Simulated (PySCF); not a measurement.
The calculation's input:

```
{"job": {"kind": "uv", "xc": "wB97X-D", "basis": "def2-SVPD", "ip": true, "nstates": 10}, "charge": 0, "multiplicity": 1}
Te     1.817345    -1.136030    -2.620234
Te    -0.760280    -0.512133    -2.031713
Te    -0.572583     2.025172    -1.039350
Te     0.502591     1.532720     1.414878
Te    -1.610036     0.657974     2.884343
H      2.145478    -1.734083    -1.095310
H     -1.430654    -0.935631     2.418838
```

Run with:

```sh
OMP_NUM_THREADS=1 python probes_run.py task.json out
```

Geometry: PBE0-D3(BJ)/def2-SVP; core potentials replace the inner electrons of Te.

Level of theory: PySCF 2.14.0, wB97X-D/def2-SVPD, SCF density, gas phase, scalar-relativistic core potentials on the heavy atoms.

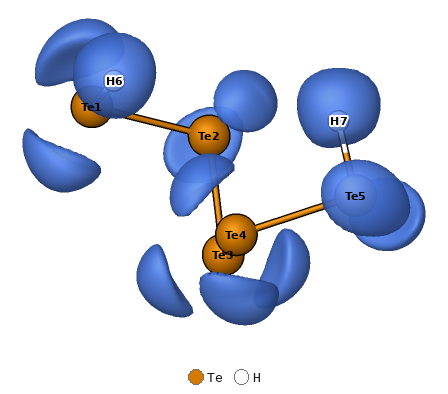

H2Te5. Isosurface of the electron localisation function at 0.85 (blue), seen at a tilt. Core shells and regions of very low density are left out.

### Identify the bonds, lone pairs and shells in this picture.

At this value the surface marks out two regions around hydrogen nuclei and ten lobes on Te, pointing away from the bonds (lone pairs). Along the contacts the grid gives the following. Te–Te (2.72 Å): the ELF peaks at about 0.70 between the atoms. Te–H (1.67 Å): the ELF climbs to about 1 towards the hydrogen, as it does in any bond to H.
